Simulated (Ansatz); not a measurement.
# One shape, several levels: Si3NH9 (trisilylamine)

Wanted: a comparison of 6 runs (BHLYP/6-31G*, CAM-B3LYP/6-31G*, SVWN5/6-31G*, wB97M-V/6-31G*, CCSD/6-31G*, CCSD(T)/6-31G*) of Si3NH9 (trisilylamine). 

The calculation is run with Ansatz 0.2.0.

59 further runs of the same task are left out: 59 set aside as unsound or not needed.

## 1. Starting point

The species is Si3NH9 (13 atoms), meant as a singlet with charge 0. As SMILES, `[SiH3]N([SiH3])[SiH3]`. The Si1–H5 distance was set to 2.232 Å, away from the relaxed value. At this shape a bond of the SMILES string is far longer than usual.

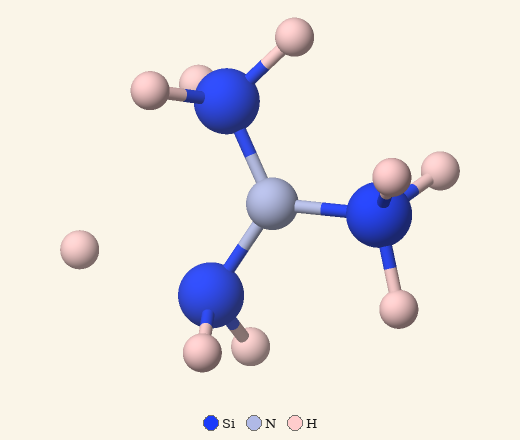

Viewed from a chosen angle; silicon blue, nitrogen light blue, hydrogen pink.

## 2. A single-point energy at BHLYP/6-31G(d) (spherical functions) (run 1)

Contents of input.yaml:

```yaml
crystal:
  periodic: [false, false, false]
  atoms:
    - {symbol: Si, position_ang: [-0.205140, 1.651447, -0.175461]}
    - {symbol: "N", position_ang: [0.313620, 0.210627, 0.640739]}
    - {symbol: Si, position_ang: [1.099170, 0.322777, 2.183969]}
    - {symbol: Si, position_ang: [0.048720, -1.342193, -0.087081]}
    - {symbol: H, position_ang: [-1.148110, 1.019270, -2.096710]}
    - {symbol: H, position_ang: [-1.198440, 2.406437, 0.633199]}
    - {symbol: H, position_ang: [0.940160, 2.554227, -0.465001]}
    - {symbol: H, position_ang: [0.334480, -0.396963, 3.236499]}
    - {symbol: H, position_ang: [2.472430, -0.245113, 2.137249]}
    - {symbol: H, position_ang: [1.177070, 1.766567, 2.534589]}
    - {symbol: H, position_ang: [-1.399470, -1.602813, -0.299901]}
    - {symbol: H, position_ang: [0.599920, -2.364393, 0.842839]}
    - {symbol: H, position_ang: [0.737300, -1.451273, -1.400281]}
basis:
  gaussian:
    orbitals: 6-31G_st_-spherical.json
hamiltonian:
  xc: {name: BHLYP}
accuracy: high
output: {orbitals: {seedname: orbitals}}
```

The basis set 6-31G* is read from a file made from the Basis Set Exchange's data (not shown).

On the command line:

```
$ ansatz run input.yaml --threads 1 --pin off --max-ram 3480MiB --events-out events.jsonl --progress --plain --runs-dir runs
```

The log of the run:

```text
Warning: RAYON_NUM_THREADS=1 ignored (pool sized by the plan → 1); use --threads N
Functional definition: BHLYP
  name "BHLYP"
  parameter a = 0.5
  exchange = (1 - a)*b88_x + a*exact_x
  correlation = lyp_c
2087 factors; integrals over basis functions are off by at most 3.7e-9 eV
mean field evaluation 1: about -25261.8884 eV, gradient 4.5e1 eV
mean field evaluation 2: about -25259.2211 eV, gradient 5.5e1 eV
mean field evaluation 4: about -25265.9686 eV, gradient 6.3e-1 eV
mean field evaluation 8: about -25266.0843 eV, gradient 2.2e-2 eV
mean field evaluation 16: about -25266.0844 eV, gradient 1.3e-6 eV
mean field -25266.08435012 eV, -928.5114738999 hartree, gradient 4.0e-8 eV, S^2 0.000000; 0 other end points of the search recorded, 0 dependent functions left out
reference -25266.08438451 eV, -928.5114751638 hartree; 29, 29 occupied and 57, 57 virtual orbitals, 2087 factors
Total energy: -25266.08438451 eV, -928.5114751638 hartree
```

Run time: 9.6 s. Hardware: 1 thread of Arm Neoverse V2, shared host; peak memory 0.34 GiB.

## 3. A single-point energy at CAM-B3LYP/6-31G(d) (spherical functions) (run 2)

Edit input.yaml of step 2 so:

```diff
@@ -4,3 +4,3 @@
     - {symbol: Si, position_ang: [-0.205140, 1.651447, -0.175461]}
-    - {symbol: "N", position_ang: [0.313620, 0.210627, 0.640739]}
+    - {symbol: N, position_ang: [0.313620, 0.210627, 0.640739]}
     - {symbol: Si, position_ang: [1.099170, 0.322777, 2.183969]}
@@ -17,7 +17,6 @@
 basis:
-  gaussian:
-    orbitals: 6-31G_st_-spherical.json
-hamiltonian:
-  xc: {name: BHLYP}
+  gaussian: {orbitals: 6-31G_st_-spherical.json}
+total_charge: 0
+hamiltonian: {xc: {name: CAM-B3LYP}}
+output: {orbitals: {seedname: orbitals}}
 accuracy: high
-output: {orbitals: {seedname: orbitals}}
```

The basis set 6-31G* is read from a file made from the Basis Set Exchange's data (not shown).

On the command line:

```
$ ansatz run input.yaml --threads 1 --pin off --max-ram 3480MiB --events-out events.jsonl --progress --plain --runs-dir runs
```

The log of the run:

```text
Warning: RAYON_NUM_THREADS=1 ignored (pool sized by the plan → 1); use --threads N
Functional definition: CAM-B3LYP
  name "CAM-B3LYP"
  parameter alpha = 0.19
  parameter beta = 0.46
  parameter omega = 0.33/bohr
  parameter ac = 0.81
  exchange = (1 - alpha - beta)*b88_x + beta*b88_x_sr(omega) + alpha*exact_x + beta*exact_x_lr(omega)
  correlation = (1 - ac)*vwn5_c + ac*lyp_c
2087 factors; integrals over basis functions are off by at most 3.7e-9 eV
559 factors; integrals over basis functions are off by at most 2.0e-9 eV
mean field evaluation 1: about -25261.4426 eV, gradient 5.0e1 eV
mean field evaluation 2: about -25256.8994 eV, gradient 6.6e1 eV
mean field evaluation 4: about -25266.3319 eV, gradient 8.3e-1 eV
mean field evaluation 8: about -25266.5475 eV, gradient 3.9e-2 eV
mean field evaluation 16: about -25266.5475 eV, gradient 1.7e-5 eV
mean field -25266.54752626 eV, -928.5284953091 hartree, gradient 1.6e-8 eV, S^2 0.000000; 0 other end points of the search recorded, 0 dependent functions left out
reference -25266.54755120 eV, -928.5284962257 hartree; 29, 29 occupied and 57, 57 virtual orbitals, 2087 factors
Total energy: -25266.54755120 eV, -928.5284962257 hartree
```

Wall time 11 s (1 thread of Arm Neoverse V2, shared host); peak memory 0.4 GiB.

Runs 3 to 4 aren't shown in full; the table further down has their settings and results.

## 4. The energy at CCSD/6-31G(d) (spherical functions) (run 5)

Contents of run.yaml:

```yaml
crystal:
  periodic: [false, false, false]
  atoms:
    - symbol: Si
      position_ang: [-0.205140, 1.651447, -0.175461]
    - symbol: N
      position_ang: [0.313620, 0.210627, 0.640739]
    - symbol: Si
      position_ang: [1.099170, 0.322777, 2.183969]
    - symbol: Si
      position_ang: [0.048720, -1.342193, -0.087081]
    - symbol: H
      position_ang: [-1.148110, 1.019270, -2.096710]
    - symbol: H
      position_ang: [-1.198440, 2.406437, 0.633199]
    - symbol: H
      position_ang: [0.940160, 2.554227, -0.465001]
    - symbol: H
      position_ang: [0.334480, -0.396963, 3.236499]
    - symbol: H
      position_ang: [2.472430, -0.245113, 2.137249]
    - symbol: H
      position_ang: [1.177070, 1.766567, 2.534589]
    - symbol: H
      position_ang: [-1.399470, -1.602813, -0.299901]
    - symbol: H
      position_ang: [0.599920, -2.364393, 0.842839]
    - symbol: H
      position_ang: [0.737300, -1.451273, -1.400281]
basis:
  gaussian:
    orbitals: 6-31G_st_-spherical.json
scf:
  omitted_lower_state_checks: [cluster_reference, increment]
total_charge: 0
magnetization:
  spin_polarized: false
  initial_magnetization: 0
accuracy: high
correlation:
  method: ccsd
  frozen_orbitals: {H: 0, "N": 1, Si: 5}
```

The basis set 6-31G* is read from a file made from the Basis Set Exchange's data (not shown).

On the command line:

```
$ ansatz run run.yaml --threads 1 --pin off --max-ram 3480MiB --events-out events.jsonl --progress --plain --runs-dir runs
```

The log of the run, cut to the lines that bear on the results:

```text
Warning: RAYON_NUM_THREADS=1 ignored (pool sized by the plan → 1); use --threads N
Functional definition: HF
  name "HF"
[...]
2087 factors; integrals over basis functions are off by at most 3.7e-9 eV
[...]
mean field -25208.67585767 eV, -926.4017507151 hartree, gradient 9.2e-9 eV, S^2 0.000000; 0 other end points of the search recorded, 0 dependent functions left out; unrestricted orbitals would lower it
16 core orbitals not correlated: weight in the atoms' cores, before any rotation towards them, 1.000 or more for the frozen orbitals, at most 0.000 for the correlated occupied ones
reference -25208.67585767 eV, -926.4017507151 hartree; 13, 13 occupied and 57, 57 virtual orbitals, 2087 factors
second order -11.02776479 eV of doubles, -0.00000000 eV of singles
cycle   1  -12.09753936 eV  change    -1.1e0 eV  update   1.1e-1
[...]
cycle  20  -12.81969224 eV  change  -7.6e-10 eV  update   1.2e-9
Total energy: -25221.49554991 eV, -926.8728657155 hartree
Checks for a lower state left out: cluster_reference, increment
```

Wall time 10 s (1 thread of Arm Neoverse V2, shared host); peak memory 0.43 GiB.

## 5. A single-point energy at CCSD(T)/6-31G(d) (spherical functions) (run 6)

Contents of in.yaml:

```yaml
basis:
  gaussian:
    orbitals: 6-31G_st_-spherical.json
crystal:
  periodic: [false, false, false]
  atoms:
    - {symbol: Si, position_ang: [-0.205140, 1.651447, -0.175461]}
    - {symbol: "N", position_ang: [0.313620, 0.210627, 0.640739]}
    - {symbol: Si, position_ang: [1.099170, 0.322777, 2.183969]}
    - {symbol: Si, position_ang: [0.048720, -1.342193, -0.087081]}
    - {symbol: H, position_ang: [-1.148110, 1.019270, -2.096710]}
    - {symbol: H, position_ang: [-1.198440, 2.406437, 0.633199]}
    - {symbol: H, position_ang: [0.940160, 2.554227, -0.465001]}
    - {symbol: H, position_ang: [0.334480, -0.396963, 3.236499]}
    - {symbol: H, position_ang: [2.472430, -0.245113, 2.137249]}
    - {symbol: H, position_ang: [1.177070, 1.766567, 2.534589]}
    - {symbol: H, position_ang: [-1.399470, -1.602813, -0.299901]}
    - {symbol: H, position_ang: [0.599920, -2.364393, 0.842839]}
    - {symbol: H, position_ang: [0.737300, -1.451273, -1.400281]}
correlation:
  method: ccsd_t
  frozen_orbitals: {H: 0, "N": 1, Si: 5}
accuracy: high
scf:
  omitted_lower_state_checks: [cluster_reference, increment]
```

The basis set 6-31G* is read from a file made from the Basis Set Exchange's data (not shown).

On the command line:

```
$ ansatz run in.yaml --threads 1 --pin off --max-ram 3480MiB --events-out events.jsonl --progress --plain --runs-dir runs
```

The log of the run, cut to the lines that bear on the results:

```text
Warning: RAYON_NUM_THREADS=1 ignored (pool sized by the plan → 1); use --threads N
[... 2 set-up lines as earlier in the session ...]
[...]
2087 factors; integrals over basis functions are off by at most 3.7e-9 eV
[...]
mean field -25208.67585767 eV, -926.4017507151 hartree, gradient 9.2e-9 eV, S^2 0.000000; 0 other end points of the search recorded, 0 dependent functions left out; unrestricted orbitals would lower it
16 core orbitals not correlated: weight in the atoms' cores, before any rotation towards them, 1.000 or more for the frozen orbitals, at most 0.000 for the correlated occupied ones
reference -25208.67585767 eV, -926.4017507151 hartree; 13, 13 occupied and 57, 57 virtual orbitals, 2087 factors
second order -11.02776479 eV of doubles, -0.00000000 eV of singles
cycle   1  -12.09753936 eV  change    -1.1e0 eV  update   1.1e-1
[...]
cycle  20  -12.81969224 eV  change  -7.6e-10 eV  update   1.2e-9
perturbative correction -0.36877099 eV, -0.0135520840 hartree
Total energy: -25221.86432090 eV, -926.8864177995 hartree
Checks for a lower state left out: cluster_reference, increment
```

Run time: 13 s. Hardware: 1 thread of Arm Neoverse V2, shared host; peak memory 0.44 GiB.

## 6. Overview of the runs

```csv
run,level,frozen core orbitals,energy (Eh),HOMO energy (eV),LUMO energy (eV),HOMO–LUMO gap (eV),wall time
1,BHLYP/6-31G* (spherical functions),–,-928.511475,-8.83,-0.10,8.73,9.6 s
2,CAM-B3LYP/6-31G* (spherical functions),–,-928.528496,-8.98,0.05,9.03,11 s
3,SVWN5/6-31G* (spherical functions),–,-924.538874,-6.34,-2.07,4.27,5.4 s
4,wB97M-V/6-31G* (spherical functions),–,-928.440177,-9.83,0.78,10.61,1.8 min
5,CCSD/6-31G* (spherical functions),16,-926.872866,–,–,–,10 s
6,CCSD(T)/6-31G* (spherical functions),16,-926.886418,–,–,–,13 s
```

## 7. Outcome

| quantity | value |
| --- | --- |
| run 6: total energy | -926.88642 Eh |
| run 6: correlation energy (16 core orbitals frozen) | -484.7 mEh |
| run 6: (T) correction | -13.55 mEh |
| run 6: T1 diagnostic | 0.016 |

**Reading.** Over runs 1, 2, 3, 4 the HOMO–LUMO gap runs from 4.27 eV (SVWN5/6-31G*) to 10.61 eV (wB97M-V/6-31G*). Totals of different functionals can't be ranked against each other. In runs 5, 6 the log says that unrestricted orbitals would lower the reference, so the values rest on an unstable closed-shell determinant (other closed-shell runs at this shape may share the fault). All runs together took 2.6 min, the longest 1.8 min.
